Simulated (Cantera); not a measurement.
Feed: 1 mol N₂O, a varied amount of H₂, equilibrated at 3373 K and 1000 Pa.

Method: chemical equilibrium by Gibbs-energy minimisation in Cantera with the NASA 1993 tables (ideal gas, pure condensed phases). Candidate condensed phases: H₂O; 24 gas species. Rates play no part.

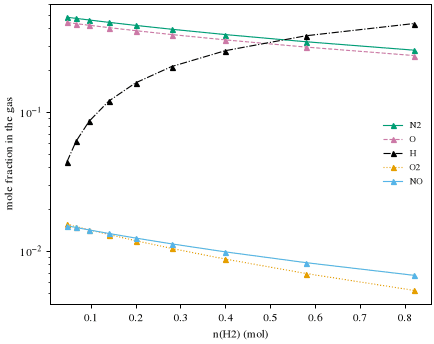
Figure. Equilibrium gas composition (values under 1e-9 drawn at 1e-9)

From 0.047 mol H₂ to 0.82 mol H₂ nothing is condensed.
